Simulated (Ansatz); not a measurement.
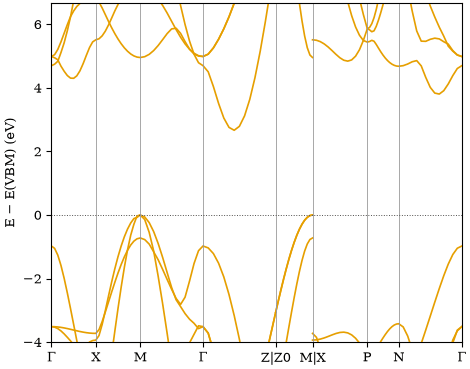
Figure. Band structure from the program Ansatz at the r²SCAN level (PAW)

Task: Read off the gap and where the band edges lie.

Result: About 2.7 eV (2.67 eV by a search for the band edges); maximum at M, minimum on the Γ–Z line, 42 % of the way from Γ.

Task: Pick the material that matches.
(A) ZnGa2Te4, I-4 (Zn on 2a, Ga on 2b, Ga on 2d, Te on 8g)
(B) C, I4/mmm (C on 8h)
(C) CdGa2Te4, I-4 (Cd on 2a, Ga on 2d, Ga on 2b, Te on 8g)

Result: B, C, I4/mmm (C on 8h)

The start of the workflow was typed in or built on a structure type; the Crystallography Open Database copy checked does not list it. It is not the phase usual at ambient conditions (space group No. 194, 227). The cell was relaxed with r²SCAN under the symmetry of its start; whether a distortion lowers the energy is not shown.

Potentials: the earlier of the program's two PAW sets.
